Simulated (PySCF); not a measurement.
# C3H2S (Thiopropynal): the cost of one run

The runs use PySCF 2.14.0, with density-fitted response routines of our own; the level of theory stands in each step. All values are computed, except where a source is named. Atoms count from 0, in the outputs and in this text.

## Step 1: The molecule as given

6 atoms, charge 0, multiplicity 1; geometry from: MMFF94s. The atoms were then displaced at random by about 0.03 Å, so the start is not that level's minimum.

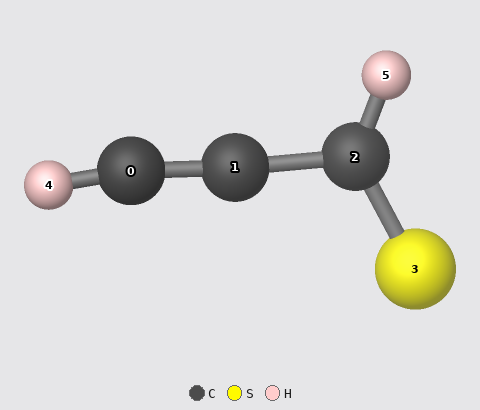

As it starts; carbon dark grey, sulfur yellow, hydrogen pink, atoms numbered.

## Step 2: Geometry optimisation at PBE0-D3(BJ)/def2-SVP

The job: settings as JSON, then the geometry in Å.

```
{"job": {"xc": "PBE0", "basis": "def2-SVP", "d3": "d3bj", "grid": 1, "shake": 0.03, "kind": "geom"}, "charge": 0, "multiplicity": 1}
C      1.577210    -0.049230    -0.210040
C      0.336280    -0.059100     0.065400
C     -1.097990    -0.154440     0.405170
S     -1.923410     1.139310     0.025710
H      2.537050     0.081130    -0.519350
H     -1.366020    -1.053680     0.936850
```

Launch:

```console
OMP_NUM_THREADS=1 python probes_run.py task.json out
```

One launch serves the whole session: the jobs run in the order shown.

**Question.** How long does this first job take on 1 thread of Intel Xeon Platinum 8175M at 2.50GHz, shared host, and how much memory does it need?

About 21 s, with a peak of 0.29 GiB.
